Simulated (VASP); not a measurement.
Band structure of Gd (hcp). Level of theory: RPBE GGA, VASP's PBE PAW potentials (set 64) (plane waves; VASP 6.6.1).

The 4f electrons are frozen in the core of the lanthanide potential, so 4f levels, which can set the real gap, and their magnetism are missing.

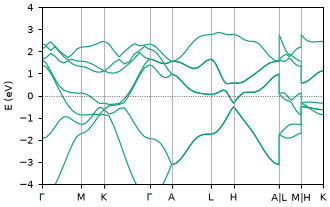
Figure. Bands along high-symmetry lines, zero at the valence-band maximum or, without a gap, the Fermi level

Problem. Read the plot: is there a gap, and where are the band edges?

Solution. It has no gap at this level: it comes out as a metal or semimetal. (Edges off the drawn lines would not show.)

The compound is Gd in the hcp structure. It was relaxed first.
